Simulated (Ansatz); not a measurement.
**Pressure series in RuSi**

Base system: RuSi (space group P2_13, No. 198; a = 4.705 Å).

Cell and atoms are relaxed at each pressure.

Level of theory: r2SCAN (Ansatz, an electronic-structure program), no spin-orbit coupling.

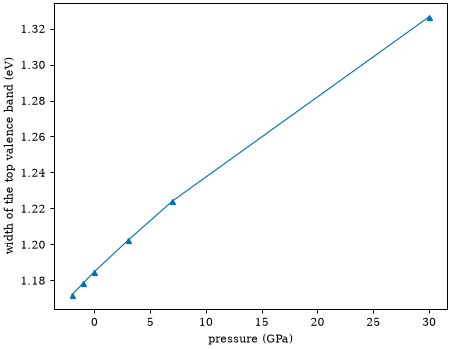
Figure: Width of the top valence band against pressure

Q: From the plot, what is the width of the top valence band for pressure −1 GPa?

A: About 1.18 eV.

Q: Is the trend monotonic over the range shown?

A: Yes, it rises throughout, spanning 1.17 eV to 1.33 eV.

The levels and masses belong to the bands next to the band gap. Load acts through the strain it causes; cell and atoms are relaxed under it. Whether these cells are dynamically stable was not tested. No other phases were tried under pressure.
